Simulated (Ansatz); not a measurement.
**SiNH4O2 (SMILES N[Si](O)O) at UCAM-B3LYP/cc-pVDZ**

Aim: the electronic atomisation energy of SiNH4O2 at UCAM-B3LYP/cc-pVDZ, from 5 runs. 

Program for the calculation: Ansatz 0.2.0.

68 further runs of the same task are left out: 68 set aside as unsound or not needed.

### 1 The system as given

The species is SiNH4O2 (8 atoms), meant as a doublet with charge 0. SMILES: `N[Si](O)O`. The coordinates come from a PBE0-D4/def2-TZVP relaxation. This is one conformer, not always the lowest.

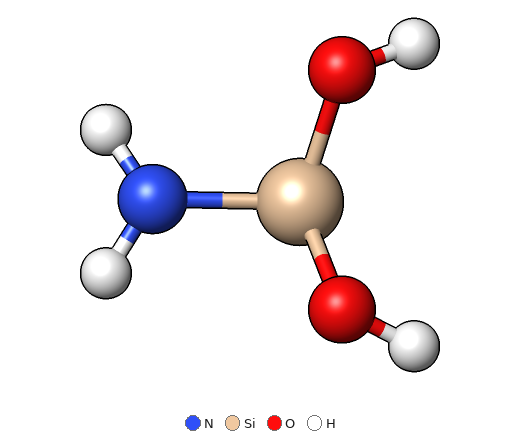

Viewed from a chosen angle; nitrogen blue, silicon light orange, oxygen red, hydrogen white.

### 2 The energy at UCAM-B3LYP/cc-pVDZ

The input, input.yaml:

```yaml
crystal:
  periodic: [false, false, false]
  atoms:
    - {symbol: "N", position_ang: [-0.498000, 1.267000, 0.129300]}
    - {symbol: Si, position_ang: [0.096000, -0.243600, -0.376000]}
    - {symbol: O, position_ang: [1.641600, -0.288300, 0.202600]}
    - {symbol: O, position_ang: [-0.956500, -1.334700, 0.277900]}
    - {symbol: H, position_ang: [0.071200, 2.094000, 0.065100]}
    - {symbol: H, position_ang: [-1.483600, 1.467400, 0.110500]}
    - {symbol: H, position_ang: [2.250900, -0.848000, -0.280900]}
    - {symbol: H, position_ang: [-1.029400, -2.171000, -0.184200]}
basis:
  gaussian:
    orbitals: cc-pVDZ
magnetization:
  spin_polarized: true
  initial_magnetization: 1
hamiltonian:
  xc: {name: CAM-B3LYP}
accuracy: high
output: {orbitals: {seedname: orbitals}}
```

Launch:

```console
$ ansatz run input.yaml --threads 1 --pin off --max-ram 3480MiB --events-out events.jsonl --progress --plain --runs-dir runs
```

Output:

```text
Warning: RAYON_NUM_THREADS=1 ignored (pool sized by the plan → 1); use --threads N
Functional definition: CAM-B3LYP
  name "CAM-B3LYP"
  parameter alpha = 0.19
  parameter beta = 0.46
  parameter omega = 0.33/bohr
  parameter ac = 0.81
  exchange = (1 - alpha - beta)*b88_x + beta*b88_x_sr(omega) + alpha*exact_x + beta*exact_x_lr(omega)
  correlation = (1 - ac)*vwn5_c + ac*lyp_c
1811 factors; integrals over basis functions are off by at most 3.9e-9 eV
371 factors; integrals over basis functions are off by at most 2.0e-9 eV
mean field evaluation 1: about -13516.1748 eV, gradient 5.3e1 eV
mean field evaluation 2: about -13511.2102 eV, gradient 6.5e1 eV
mean field evaluation 4: about -13526.3435 eV, gradient 1.8e0 eV
mean field evaluation 8: about -13526.5167 eV, gradient 1.2e-1 eV
mean field evaluation 16: about -13526.5169 eV, gradient 3.9e-4 eV
mean field -13526.51693131 eV, -497.0903286232 hartree, gradient 7.5e-8 eV, S^2 0.752363; 0 other end points of the search recorded, 0 dependent functions left out
reference -13526.51694922 eV, -497.0903292812 hartree; 21, 20 occupied and 59, 60 virtual orbitals, 1811 factors
Total energy: -13526.51694922 eV, -497.0903292812 hartree
```

Run time: 13 s. Hardware: 1 thread of Arm Neoverse V1, shared host; peak memory 0.4 GiB.

### 3 The H atom, same level

The input, job.yaml:

```yaml
crystal:
  periodic: [false, false, false]
  atoms:
    - {symbol: H, position_ang: [0.000000, 0.000000, 0.000000]}
basis:
  gaussian: {orbitals: cc-pVDZ}
accuracy: high
magnetization: {spin_polarized: true, initial_magnetization: 1}
hamiltonian: {xc: {name: CAM-B3LYP}}
```

Launch:

```console
$ ansatz run job.yaml --threads 1 --pin off --max-ram 3480MiB --events-out events.jsonl --progress --plain --runs-dir runs
```

Output, shortened:

```text
Warning: RAYON_NUM_THREADS=1 ignored (pool sized by the plan → 1); use --threads N
[... 8 set-up lines as earlier in the session ...]
15 factors; integrals over basis functions are off by at most 4.6e-8 eV
15 factors; integrals over basis functions are off by at most 8.5e-10 eV
mean field evaluation 1: about -13.5409 eV, gradient 7.1e-1 eV
mean field evaluation 2: about -13.5416 eV, gradient 7.3e-1 eV
mean field evaluation 4: about -13.5484 eV, gradient 6.8e-5 eV
mean field evaluation 8: about -13.5484 eV, gradient 4.1e-10 eV
mean field -13.54838089 eV, -0.4978938142 hartree, gradient 3.6e-10 eV, S^2 0.750000; 0 other end points of the search recorded, 0 dependent functions left out
reference -13.54839015 eV, -0.4978941546 hartree; 1, 0 occupied and 4, 5 virtual orbitals, 15 factors
Total energy: -13.54839015 eV, -0.4978941546 hartree
```

Wall time 0.18 s (1 thread of Arm Neoverse V1, shared host).

### 4 The N atom at the same level

The input, molecule.yaml:

```yaml
crystal:
  periodic: [false, false, false]
  atoms:
    - symbol: N
      position_ang: [0.000000, 0.000000, 0.000000]
basis:
  gaussian:
    orbitals: cc-pVDZ
hamiltonian:
  xc: {name: CAM-B3LYP}
accuracy: high
magnetization:
  spin_polarized: true
  initial_magnetization: 3
```

Run the same way, it converges to -54.56746 Eh (log not shown).

### 5 The O atom, same level

The input, input.yaml:

```yaml
crystal:
  periodic: [false, false, false]
  atoms:
    - {symbol: O, position_ang: [0.000000, 0.000000, 0.000000]}
basis:
  gaussian:
    orbitals: cc-pVDZ
magnetization:
  spin_polarized: true
  initial_magnetization: 2
hamiltonian:
  xc: {name: CAM-B3LYP}
accuracy: high
```

Run the same way, it converges to -75.04490 Eh (log not shown).

### 6 The Si atom at the same level

The input, molecule.yaml:

```yaml
crystal:
  periodic: [false, false, false]
  atoms:
    - symbol: Si
      position_ang: [0.000000, 0.000000, 0.000000]
basis:
  gaussian:
    orbitals: cc-pVDZ
magnetization:
  spin_polarized: true
  initial_magnetization: 2
hamiltonian:
  xc: {name: CAM-B3LYP}
accuracy: high
```

Run the same way, it converges to -289.37332 Eh (log not shown).

### 7 Outcome

Level: UCAM-B3LYP/cc-pVDZ.

```
                                    quantity          value
                      molecule: total energy  -497.09033 Eh
molecule: HOMO energy (highest over α and β)       -6.24 eV
 molecule: LUMO energy (lowest over α and β)       -0.32 eV
                              molecule: ⟨S²⟩          0.752
                        H atom: total energy    -0.49789 Eh
                                H atom: ⟨S²⟩          0.750
                        N atom: total energy   -54.56746 Eh
                                N atom: ⟨S²⟩          3.752
                        O atom: total energy   -75.04490 Eh
                                O atom: ⟨S²⟩          2.002
                       Si atom: total energy  -289.37332 Eh
                               Si atom: ⟨S²⟩          2.004
               electronic atomisation energy      29.066 eV
```

What this shows: Taking the molecule apart into free atoms costs 29.07 eV (670 kcal/mol), before zero-point energy and without spin-orbit coupling.
